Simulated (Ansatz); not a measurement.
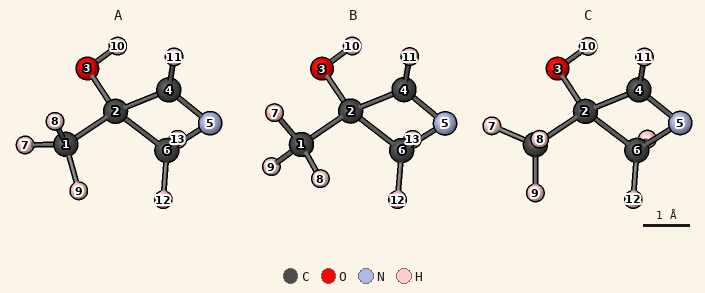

3 geometries from a converged minimum-energy path of C₄H₇NO, shuffled. The picture is a ball-and-stick view, seen from a free direction.

Theory: Ansatz 0.2.0, RKS BHLYP/cc-pVDZ. Settings: 7 movable images; climbing image; force threshold 0.05 eV/Å; iteration limit 60; starting path by image-dependent pair potential.

**Which frame is the transition state?**

C. In order along the path, whose images run from 0 to 8: B (image 0, 0.000 eV), C (image 4, +0.153 eV), A (image 6, +0.077 eV). The motion is a rotation about the C1–C2 bond by about 120°. No bond forms or breaks between the ends. Bond angles that change up to the highest image, for instance: C2–C1–H9 109.5° → 111.8°.

Cost: 100 s on 2 threads of AMD EPYC 9B14 (Zen 4), on a shared host, peak memory 0.3 GiB.
